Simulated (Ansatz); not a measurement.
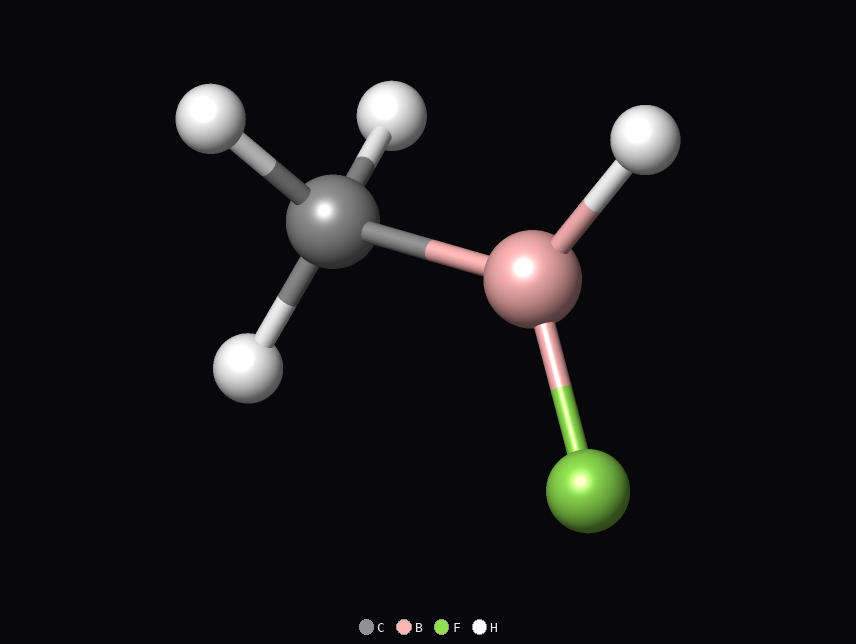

Sticks follow a distance rule. Harmonic vibrations computed with RKS PBE0-D4/def2-TZVP (Ansatz 0.2.0) at a stationary point of the same level.

Q: How many imaginary frequencies does it have?

A: A minimum: no imaginary frequency, and the lowest mode lies at 67 cm⁻¹.

Q: List the wavenumbers.

A: 15 modes: 67, 396, 624, 785, 996, 1027, 1118, 1300, 1367, 1446, 1459, 2596, 3038, 3097, 3144 cm⁻¹.
